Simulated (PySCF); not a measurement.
# GaH2ClO (SMILES [OH][GaH][Cl]): a chain of runs

Aim: a geometry optimisation (BPW91/ma-def2-SVP), then a single-point energy (DF-CCSD(T)/pcSseg-1), then attachment energies (EOM-CCSD/6-31G*) of GaH2ClO. The job is set up through a Python script.

The results are computed with PySCF 2.14.0.

1 further run of the same task is left out (for a faulty analytic Hessian).

## Step 1: Starting point

GaH2ClO has 5 atoms, charge 0, and is taken as a singlet. SMILES: `[OH][GaH][Cl]`. All atoms were displaced at random from a relaxed shape. The run starts from this shape.

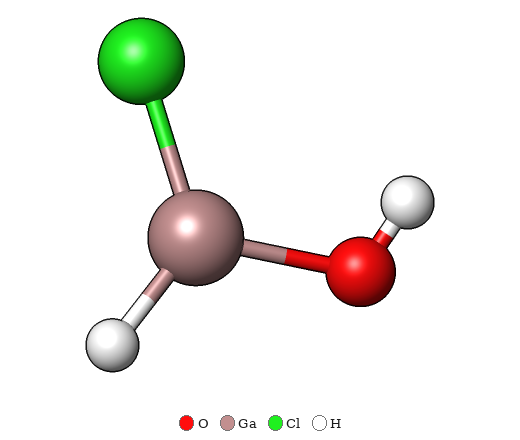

The structure, seen from a chosen angle (oxygen red, gallium pink, chlorine green, hydrogen white).

## Step 2: A geometry optimisation at BPW91/ma-def2-SVP (density fitting) (run 1)

The input, input.py:

```python
# [OH][GaH][Cl]
from pyscf import gto, dft
from pyscf import df
from pyscf.geomopt.geometric_solver import kernel as optimise

mol = gto.M(
    atom=[
    ('O', (-1.119953, 0.467722, -0.639216)),
    ('Ga', (0.551372, 0.097031, 0.170954)),
    ('Cl', (0.941889, -1.869114, 0.639744)),
    ('H', (-1.721067, -0.230922, -0.531223)),
    ('H', (1.510236, 1.312432, 0.462827)),
],
    verbose=4,
    spin=0,
    max_memory=1860,
    basis='ma-def2-svp',
)

myscf = dft.RKS(mol, xc='b88,pw91')
myscf = myscf.density_fit(auxbasis=df.aug_etb(mol, beta=2.0))
converged, mol_eq = optimise(myscf, maxsteps=100)
print('converged:', converged)
print(mol_eq.tostring())

myscf.reset(mol_eq)
mol = mol_eq
myscf.kernel()
energy = myscf.e_tot
print('Final energy', energy)
```

The run is started by

```bash
$ OMP_NUM_THREADS=1 python input.py
```

Log:

```text
PySCF version 2.14.0

[... 82 lines left out ...]
WARN: Mole.unit (angstrom) is changed to Bohr
[... 151 lines left out ...]
converged SCF energy = -2461.29999175263
[... 243 lines left out ...]
converged SCF energy = -2461.30128121674
[... 229 lines left out ...]
converged SCF energy = -2461.30129443281
[... 83 lines left out ...]
converged SCF energy = -2461.30129443292
Final energy -2461.3012944329234
```

Wall time 54 s (1 thread of Arm Neoverse V2, shared host); peak memory 0.79 GiB.

The path in brief:

```tsv
step	energy from the first frame kept (eV)	largest force (eV/Å)
0	0.0000	3.6968
1	-0.2571	0.9668
2	-0.2855	0.2453
3	-0.2911	0.1531
4	-0.2921	0.0520
5	-0.2924	0.0231
6	-0.2925	0.0208
7	-0.2925	0.0087
```

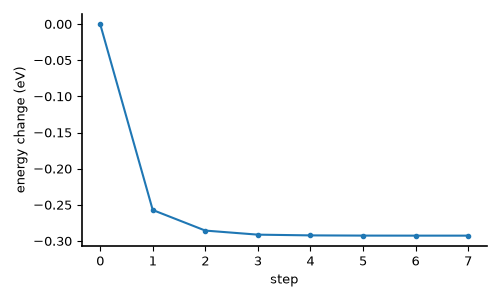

Energy along the run.

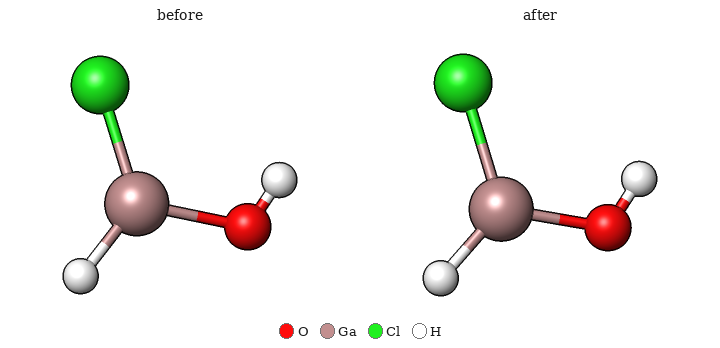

Before and after, at one scale.

After the run. Bond lengths: O1–Ga2 1.800 Å, Ga2–Cl3 2.185 Å, O1–H4 0.980 Å, Ga2–H5 1.557 Å. Angles: O1–Ga2–Cl3 115.0°, O1–Ga2–H5 122.3°, Cl3–Ga2–H5 122.7°, Ga2–O1–H4 114.0°.

## Step 3: A single-point energy at DF-CCSD(T)/pcSseg-1 (density fitting) (run 3)

The input, run.py:

```python
from pyscf import gto, scf, cc

molecule = gto.Mole()
molecule.atom = '''
O       -1.112449       0.497509      -0.533461
Ga       0.514654       0.177049       0.167121
Cl       0.919626      -1.917148       0.642456
H       -1.668138      -0.303082      -0.634910
H        1.551740       1.312027       0.412977
'''
molecule.max_memory = 1860
molecule.verbose = 3
molecule.basis = 'pcsseg-1'
molecule.charge = 0
molecule.build()

myscf = scf.RHF(molecule)
myscf = myscf.density_fit()
myscf.kernel()

mycc = cc.CCSD(myscf, frozen=15).density_fit()
mycc.kernel()
e_t = mycc.ccsd_t()
energy = mycc.e_tot + e_t
print('E = %.10f Eh' % energy)
dip = myscf.dip_moment()
pop, q = myscf.mulliken_pop()
```

The run is started by

```bash
$ OMP_NUM_THREADS=1 python run.py
```

Log:

```text
WARN: Even tempered Gaussians are generated as DF auxbasis for  H Ga O Cl

converged SCF energy = -2458.5945501957
[... 3 lines left out ...]
Dipole moment(X, Y, Z, Debye):  0.13526,  0.68143, -0.04371
[... 98 lines left out ...]
charge of    4H =     -0.10523
```

It took 61 s on 1 thread of Arm Neoverse V2, shared host; peak memory 0.38 GiB.

## Step 4: Attachment energies at EOM-CCSD/6-31G(d) (Cartesian functions, root kind ea) (run 4)

The input, input.py:

```python
import numpy
from pyscf import gto, scf, cc

molecule = gto.Mole()
molecule.atom = '''
O       -1.112449       0.497509      -0.533461
Ga       0.514654       0.177049       0.167121
Cl       0.919626      -1.917148       0.642456
H       -1.668138      -0.303082      -0.634910
H        1.551740       1.312027       0.412977
'''
molecule.basis = '6-31g*'
molecule.max_memory = 1860
molecule.charge = 0
molecule.verbose = 3
molecule.spin = 0
molecule.cart = True
molecule.build()

mf = scf.RHF(molecule)
mf.kernel()

mycc = cc.CCSD(mf, frozen=15)
mycc.kernel()
energy = mycc.e_tot
print('E(%s) = %.9f' % ('EOM-CCSD', energy))

e, vec = mycc.eaccsd(nroots=4)
roots = numpy.atleast_1d(e) * 27.211386
print('EOM-EA-CCSD roots (eV)')
for i, w in enumerate(roots, 1):
    print('%3d %10.4f' % (i, w))
```

The run is started by

```bash
$ OMP_NUM_THREADS=1 python input.py
```

Log:

```text
converged SCF energy = -2458.55104044055
E(CCSD) = -2459.111636594225  E_corr = -0.5605961536699038
E(EOM-CCSD) = -2459.111636594
EOM-EA-CCSD roots (eV)
  1     0.9481
  2     1.6274
  3     2.8045
  4     3.5538
```

Wall time 10 s (1 thread of Arm Neoverse V2, shared host); peak memory 0.27 GiB.

## Step 5: Results

```
                                                                quantity           value
                       run 1, BPW91/ma-def2-SVP: total energy at the end  -2461.30129 Eh
                                 run 1, BPW91/ma-def2-SVP: dipole moment          0.55 D
                                   run 1, BPW91/ma-def2-SVP: HOMO energy        -7.63 eV
                                   run 1, BPW91/ma-def2-SVP: LUMO energy        -2.05 eV
                                 run 1, BPW91/ma-def2-SVP: HOMO–LUMO gap         5.59 eV
                                run 3, DF-CCSD(T)/pcSseg-1: total energy  -2459.14696 Eh
        run 3, DF-CCSD(T)/pcSseg-1: dipole moment (Hartree–Fock density)          0.70 D
         run 3, DF-CCSD(T)/pcSseg-1: HOMO energy (Hartree–Fock orbitals)       -12.40 eV
         run 3, DF-CCSD(T)/pcSseg-1: LUMO energy (Hartree–Fock orbitals)         1.55 eV
       run 3, DF-CCSD(T)/pcSseg-1: HOMO–LUMO gap (Hartree–Fock orbitals)        13.95 eV
run 3, DF-CCSD(T)/pcSseg-1: correlation energy (15 core orbitals frozen)      -552.4 mEh
                              run 3, DF-CCSD(T)/pcSseg-1: (T) correction      -17.32 mEh
                               run 3, DF-CCSD(T)/pcSseg-1: T1 diagnostic           0.014
               run 4, EOM-CCSD/6-31G*: ground-state or mean-field energy  -2459.11164 Eh
            run 4, EOM-CCSD/6-31G*: dipole moment (Hartree–Fock density)          0.71 D
             run 4, EOM-CCSD/6-31G*: HOMO energy (Hartree–Fock orbitals)       -12.30 eV
             run 4, EOM-CCSD/6-31G*: LUMO energy (Hartree–Fock orbitals)         1.46 eV
           run 4, EOM-CCSD/6-31G*: HOMO–LUMO gap (Hartree–Fock orbitals)        13.76 eV
    run 4, EOM-CCSD/6-31G*: correlation energy (15 core orbitals frozen)      -560.6 mEh
                                   run 4, EOM-CCSD/6-31G*: T1 diagnostic           0.015
         run 4, EOM-CCSD/6-31G*: lowest attachment energy, E(N+1) − E(N)         0.95 eV
```

**Reading.** The optimisation (run 1, BPW91/ma-def2-SVP) took 7 steps and changed the energy by -0.293 eV. Mulliken charges (run 1, BPW91/ma-def2-SVP) run from -0.63 on O1 to +0.45 on H4. The triples (run 3, DF-CCSD(T)/pcSseg-1) make up 3.1 % of the correlation energy. A positive attachment energy means an unbound electron; such a root is set by the basis.
